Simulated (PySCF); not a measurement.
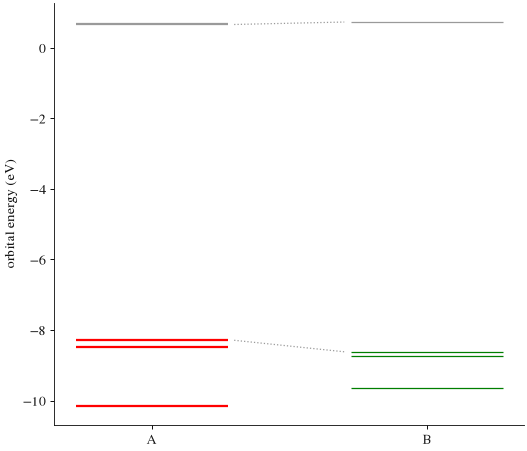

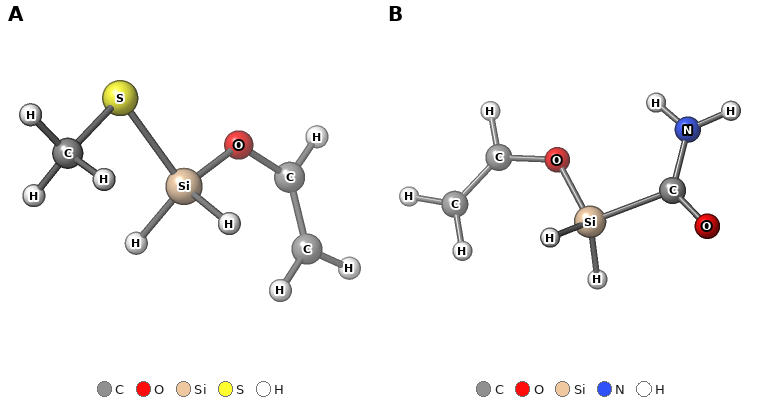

Related molecules: A is C₃H₈OSSi, SMILES C=CO[SiH2]SC; B is C₃H₇NO₂Si, SMILES C=CO[SiH2]C(N)=O. Frontier orbital energies, CAM-B3LYP/def2-SVPD, PySCF 2.14.0, at a PBE0-D3(BJ)/def2-SVP geometry (no frequency check); drawn are at most three filled levels and, in grey, the LUMO with any level within 0.03 eV of it; dotted lines join the HOMOs and the LUMOs.

> What does the change do to the frontier levels?

From A to B the HOMO falls by 0.33 eV and the LUMO rises by 0.07 eV, so the separation goes from 8.95 to 9.35 eV.

> Does the ΔSCF ionisation energy follow the HOMO?

A: −ε(HOMO) 8.29, ΔSCF 9.06 eV; B: −ε(HOMO) 8.62, ΔSCF 9.49 eV.

Caveats, for all or some of the runs: empty levels above zero depend strongly on the basis; one conformer of a flexible molecule.
